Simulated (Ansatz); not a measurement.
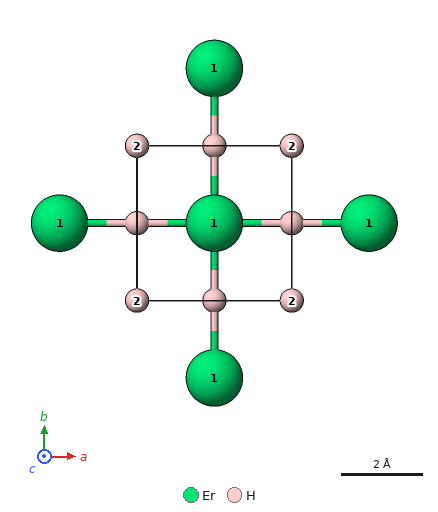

This is the input geometry for a relaxation of solid ErH₄ (a generated structure, set up in Pm-3m) (coarse preliminary run). Style: ball-and-stick. Shown: the cell of the calculation, along the c axis.

The calculation used DFT PBE, scalar-relativistic, plane waves, PAW; 4f electrons in the core of a trivalent norm-conserving potential (Ansatz 0.2.0).

Input file:
```yaml
crystal:
  lattice:
    - [3.83474177, 0.0, 0.0]
    - [0.0, 3.83474177, 0.0]
    - [0.0, 0.0, 3.83474177]
  atoms:
    - { symbol: Er, position: [0.5, 0.5, 0.5] }
    - { symbol: H, position: [0.0, 0.0, 0.0] }
    - { symbol: H, position: [0.5, 0.5, 0.0] }
    - { symbol: H, position: [0.5, 0.0, 0.5] }
    - { symbol: H, position: [0.0, 0.5, 0.5] }
basis:
  ecutwfc: 770
kpoints:
  mp_grid: { grid: [4, 4, 4] }
hamiltonian:
  xc: pbe
  pseudopotentials:
    kind: paw
    azcp: { Er: "pseudopotentials/pbe/nc/lanthanide_3plus/Er.nc.azcp" }
scf:
  occupations: { method: gaussian, width: 0.1 }
  lower_state_search: "off"
output:
  forces: true
  stress: true
  eigenvalues: true
relax:
  adjacent_minimum: "off"
  f_tol: 0.04
  max_steps: 70
  cell: { stress_tol: 0.4 }
```

Command:
```bash
ansatz run input.yaml --threads 1 --pin off --max-ram 2560MiB --backend cpu --events-out ev --progress --plain --runs-dir out
```

Where does the relaxation end?

The energy falls by 58.6 meV per atom in 2 accepted moves (3 points after the start). All forces vanish by symmetry, so only the cell relaxes. Pressure: 9.50 GPa at the start and 0.31 GPa at the end. The SCF was repeated once at an unchanged geometry on a basis and grid sized afresh for the cell, which shifted the energy by 0.4 meV per atom at most. The atoms keep their places relative to the cell (all moves are under 0.005 Å). The drawn cell changes as follows: a = b = c 3.835 → 4.063 Å (+6.0 %); the volume changes by +19.0 %. Near-neighbour distances that change, for instance: Er1–H3 1.917 → 2.032 Å. The space group stays Pm-3m (No. 221).

Step by step:

```csv
step,"E − E(0), meV/atom","pressure, GPa","volume, Å³/atom",note
0,0.00,9.50,11.278,
1,-55.87,1.57,13.009,
2,-58.12,0.24,13.417,
3,-58.55,0.31,13.417,"same geometry, new basis"
```

The structure at the end:

```xyz
5
Lattice="4.0632 0.0000 0.0000 0.0000 4.0632 0.0000 0.0000 0.0000 4.0632" Properties=species:S:1:pos:R:3 pbc="T T T"
Er    2.0316    2.0316    2.0316
H     0.0000    0.0000    0.0000
H     2.0316    2.0316    0.0000
H     2.0316    0.0000    2.0316
H     0.0000    2.0316    2.0316
```

After the run, drawn alike:

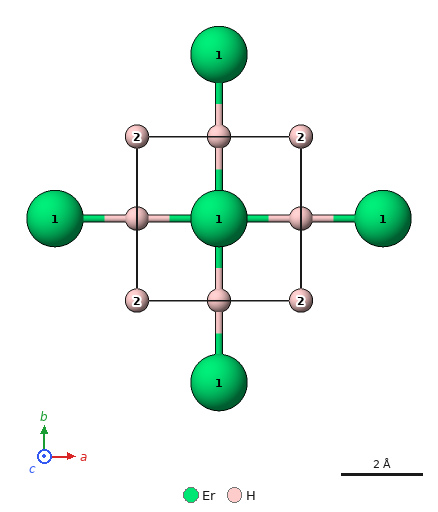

Limits of the set-up: the k-point mesh is coarse for a cell with partly filled bands.
